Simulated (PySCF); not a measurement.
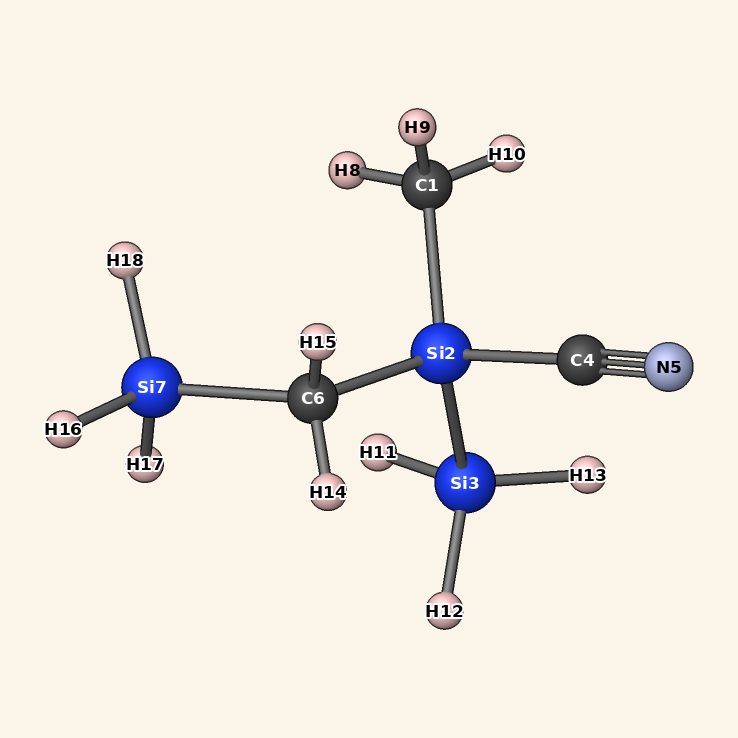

The questions are on Hirshfeld charges. Computed geometry: GFN2-xTB optimisation. No frequency run is at hand to confirm it as a minimum. Method: PBE0/pcSseg-1, gas phase (PySCF 2.14.0).

List the Hirshfeld charges.

```tsv
atom	value (e)
C1	−0.21
Si2	0.35
Si3	0.22
C4	−0.04
N5	−0.21
C6	−0.24
Si7	0.32
H8	0.04
H9	0.05
H10	0.05
H11	−0.07
H12	−0.07
H13	−0.06
H14	0.05
H15	0.05
H16	−0.07
H17	−0.08
H18	−0.08
```

The geometry is semi-empirical. Around Si such bond lengths and angles can be off by a tenth of an ångström or more and by several degrees, and values that hang on the shape move with them.
